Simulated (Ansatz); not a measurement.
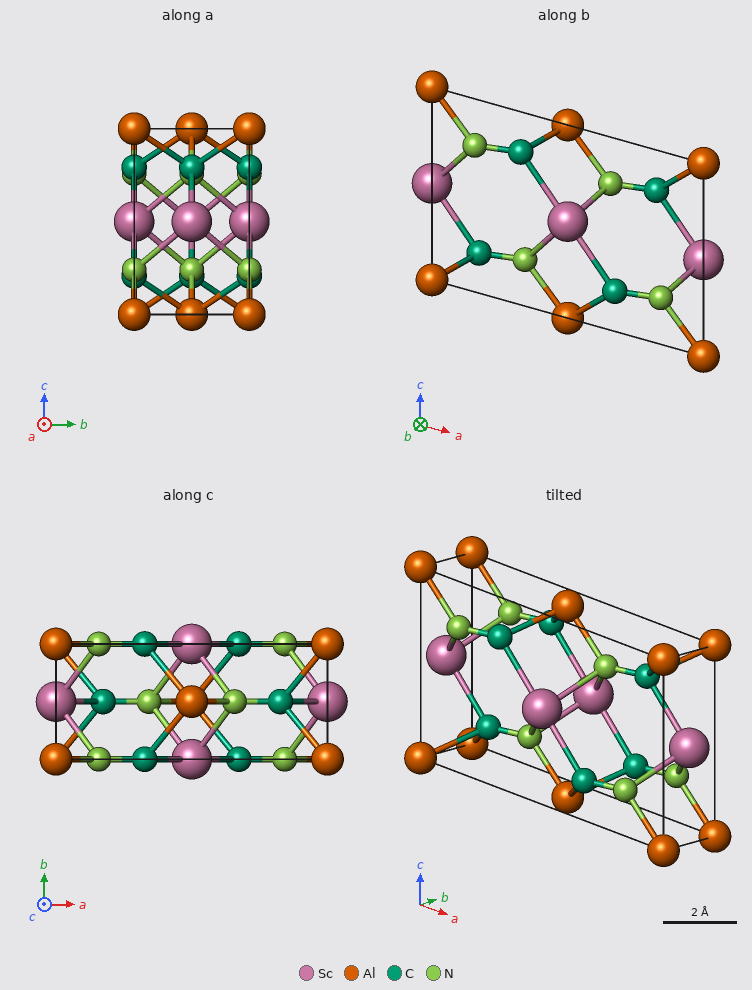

We look at a ball-and-stick model of the crystal along the a axis, along the b axis, along the c axis and slightly off an axis. Thin lines show the conventional unit cell, with boundary atoms drawn in all their periodic places.

Lattice parameters: a = 7.826 Å, b = 3.197 Å, c = 5.357 Å, α = 90.00°, β = 105.73°, γ = 90.00°. Put a along x and b in the xy plane.

Q: Record the structure as a POSCAR file, with free fractional coordinates to two decimals.

A:
```
Sc Al C N
1.0
     7.826    0.000    0.000
     0.000    3.197    0.000
    -1.453    0.000    5.156
Sc Al C N
2 2 4 4
Direct
  0.00 0.50 0.50
  0.50 0.00 0.50
  0.00 0.00 0.00
  0.50 0.50 0.00
  0.67 0.00 0.21
  0.83 0.50 0.79
  0.17 0.50 0.21
  0.33 0.00 0.79
  0.84 0.00 0.24
  0.66 0.50 0.76
  0.34 0.50 0.24
  0.16 0.00 0.76
```

Provenance: a structure type filled with these elements by a generator (whether the compound takes this form wasn't checked). Earlier steps of the study, as a rule a relaxation of our own, may have changed the cell and positions, so they can lie some per cent off the listed ones. It was the input of a calculation with Ansatz.
